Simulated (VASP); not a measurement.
Band structure of Mg4Te3S (space group Pmm2). Calculation: PBEsol GGA, VASP's PBE PAW potentials (set 64) (plane waves; VASP 6.6.1).

Unless said otherwise, spin-orbit coupling is left out, though it shifts the bands of the heavy elements here.

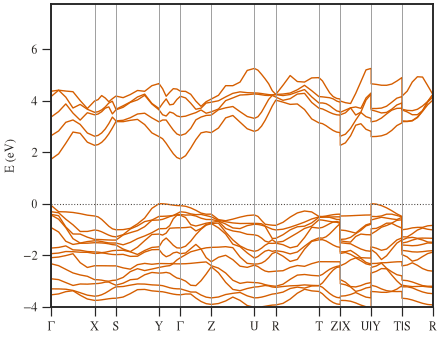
*Bands along high-symmetry lines, zero at the valence-band maximum or, without a gap, the Fermi level*

Task: Read the plot: is there a gap, and where are the band edges?

Result: The gap is indirect, 1.74 eV, from the valence maximum at Y to the conduction minimum at Γ. (Edges off the drawn lines would not show.)

The structure comes from a computed database's Mg4Te3S entry (Pmm2); how it stands against other phases isn't given here. It was relaxed first.
